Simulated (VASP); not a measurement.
Energy against volume of Ca (fcc). All values below come from PBEsol GGA, VASP's PBE PAW potentials (set 64) (plane waves; VASP).

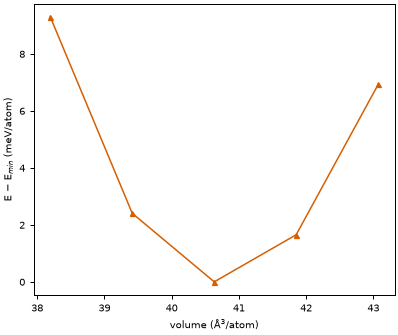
Energy against volume

Q: Estimate the equilibrium volume and the bulk modulus.

A: The minimum lies near 40.7 Å³/atom, and the curvature gives B0 of about 18 GPa.

Measured: a 5.553 Å at 0 K (computed value off by -1.6 %), as given by Gábor I. Csonka et al., Physical Review B (2009), arXiv:0903.4037 [low-temperature or extrapolated to 0 K; zero-point anharmonic expansion removed].

The compound is Ca in the fcc structure. It was relaxed first, which changed the volume by -6 %.
